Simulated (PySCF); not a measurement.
## Electronic structure of CH₄BSi (SMILES BC[Si]) (doublet) in real space

```yaml
atoms:
  - { symbol: C, position_ang: [0.3155, -0.2349, -0.2683] }
  - { symbol: B, position_ang: [0.5503, 0.8949, 0.7581] }
  - { symbol: Si, position_ang: [2.0857, 0.0739, -0.9724] }
  - { symbol: H, position_ang: [-0.4100, -0.0737, -1.0764] }
  - { symbol: H, position_ang: [0.2628, -1.2719, 0.0883] }
  - { symbol: H, position_ang: [1.0656, 0.6604, 1.8161] }
  - { symbol: H, position_ang: [0.2940, 2.0338, 0.4810] }
```

Geometry: B3LYP/6-31G*.

Method: Gaussian-basis quantum chemistry of an isolated molecule with PySCF, energy and nuclear gradient, functional PBE0 in PySCF.

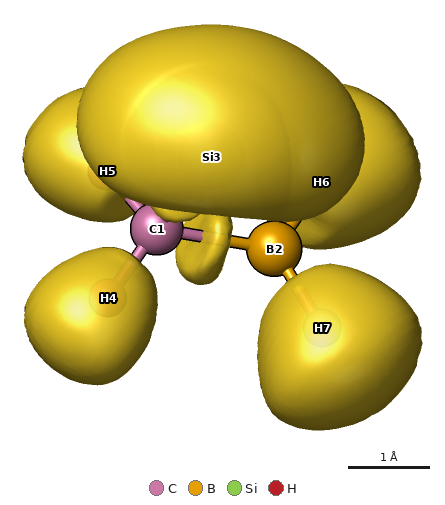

Figure 1. Isosurface of the ELF at 0.85 (yellow), seen at a tilt. Core shells and regions of very low density are left out.

Describe the localisation domains.

Answer. At this value the surface marks out one region between bonded B–C atoms (shared pairs), one region between bonded C–Si atoms (shared pairs), four regions around hydrogen nuclei and one lobe on Si, pointing away from the bonds (non-bonding electrons). Along the contacts the grid gives the following. C–B (1.54 Å): the ELF peaks at about 0.95 between the atoms; a covalent bond. C–Si (1.93 Å): the ELF peaks at about 0.90 between the atoms, as expected for a shared electron pair.

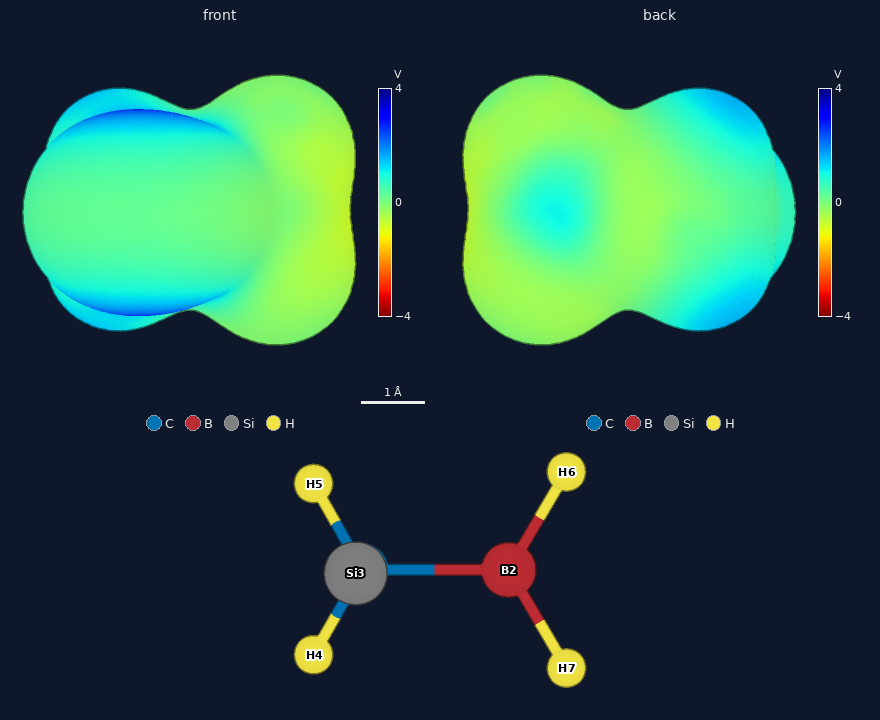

Figure 2. The molecular electrostatic potential painted on the density surface at 0.004 e/bohr³, seen from the front and from behind; red is negative and blue positive. The bare structure is drawn below in the same view.

Where is the surface potential most negative and most positive?

Answer. The most negative region (about −0.8 V, or −18 kcal/mol for a unit charge) lies over H7, the most positive (about +3.7 V, or +85 kcal/mol for a unit charge) over Si3.

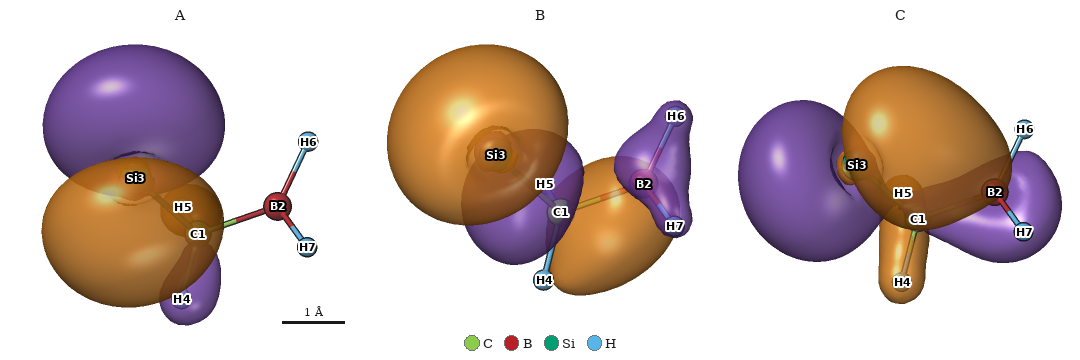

Figure 3. Three frontier orbitals at ±0.1 Å⁻³ᐟ² (orange and purple are the two phases), in no order.

Order the three orbitals by energy and name them. All are α orbitals.

Answer. B is the HOMO−1 (α) (−7.62 eV). Its weight (Hirshfeld) is mainly on Si3 (about 50 %), C1 (about 30 %) and B2 (about 10 %). C is the HOMO (α) (−5.76 eV). By Hirshfeld shares it lies mainly on Si3 (about 70 %), B2 (about 15 %) and C1 (about 10 %). A is the LUMO (α) (−3.17 eV). It lies mainly on Si3 (about 85 %).

What is the gap between the highest occupied and lowest empty α orbitals?

Answer. 2.59 eV between the orbital energies.
